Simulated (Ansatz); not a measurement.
**C2H3F3O2Si (SMILES CC(=O)O[Si](F)(F)F): density, localisation and related maps**

```xyz
11

C     1.0888   -1.4755    0.7522
C     0.6973   -0.1837    0.1226
O     1.4308    0.6844   -0.2489
O    -0.6558   -0.0663   -0.0034
Si   -1.3036    1.2812   -0.6734
F    -0.9837    2.5689    0.1541
F    -0.8639    1.4749   -2.1615
F    -2.8527    1.0512   -0.6449
H     0.6239   -1.5576    1.7367
H     2.1705   -1.5305    0.8387
H     0.7135   -2.3040    0.1483
```

Geometry: PBE0-D4/def2-TZVP.

All numbers below come from RKS PBE0-D4/def2-TZVPP (Ansatz).

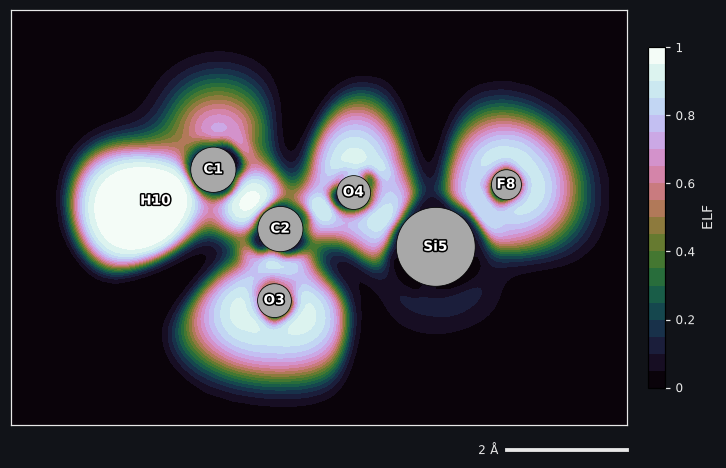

Figure 1. Electron localisation function on the plane of atoms O3, C2 and O4. Grey discs cover the atomic cores.

### Read the bonding off the picture.

Atoms in the plane: C, O, Si, F and H. C–O (1.20 Å): the ELF peaks at about 0.85 between the atoms (a multiple bond). C–C (1.49 Å): the ELF peaks at about 0.95 between the atoms (a covalent bond). Si–F (1.57 Å): the ELF peaks at about 0.85 in the valence shell of F, 0.6 Å from its nucleus, and is about 0.35 at the midpoint. Si–O (1.64 Å): the ELF peaks at about 0.90 between the atoms, as expected for a shared but strongly polarised pair. C–H (1.09 Å): the ELF climbs to about 1 towards the hydrogen, as it does in any bond to H; a covalent bond by its length. The ELF also peaks beside O3, F8 and O4, away from the bonds: lone-pair regions.

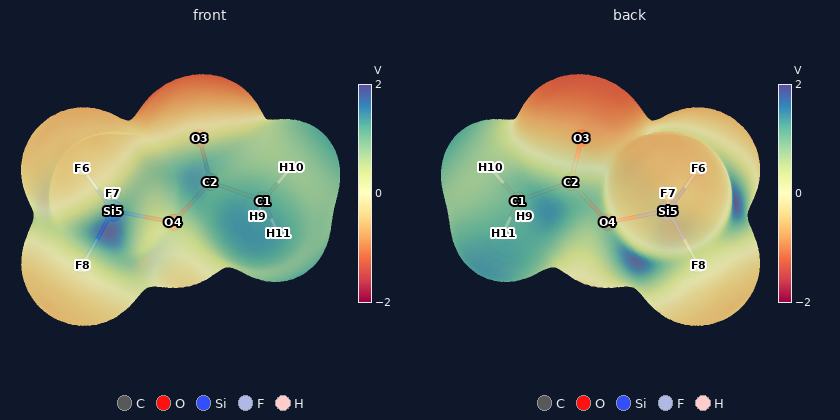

Figure 2. The electrostatic potential painted on the density surface at 0.002 e/bohr³, seen from the front and from behind; red is negative and blue positive.

### Where is the surface potential most negative and most positive?

The most negative region (about −1.3 V) lies over O3, the most positive (about +1.8 V) over Si5. O3 is the likeliest acceptor of a hydrogen bond.

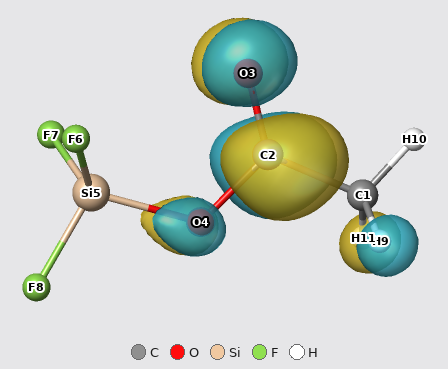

Figure 3. One frontier orbital at ±0.15 Å⁻³ᐟ² (yellow and cyan are the two phases), seen across its widest extent.

### Which orbital is it: HOMO or LUMO?

The LUMO, at −0.62 eV. It lies mainly on C2 (about 40 %), O3 (about 30 %), C1 (about 10 %) and O4 (about 10 %); π-antibonding (π*) across C2–O3.
